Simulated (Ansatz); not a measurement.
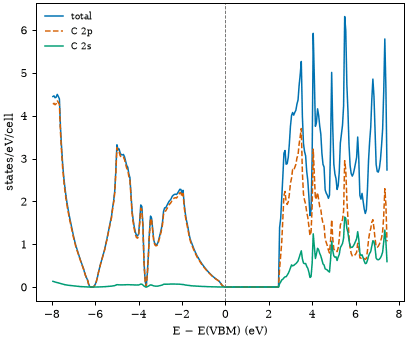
Fig. 1. Total and projected density of states of C in space group Fd-3m (No. 227; C on 32e), r²SCAN in the plane-wave PAW code Ansatz

### Question
Which orbitals carry the states next to the gap?

### Answer
Top 1 eV of the valence band: C 2p 97 %. Bottom 1 eV of the conduction band: C 2p 66 %, C 2s 11 %, outside the projected shells 22 %. Projections are on Löwdin-orthogonalised atomic valence shells; empty p or d shells of many metals are not among them.

The start of the workflow was typed in or built on a structure type. Its sites differ from those of the usual phase in this space group: another stacking or structure type. Symmetry was held in the r²SCAN relaxation; its stability against distortions is not shown here.

Potentials: the later of the program's two PAW sets.
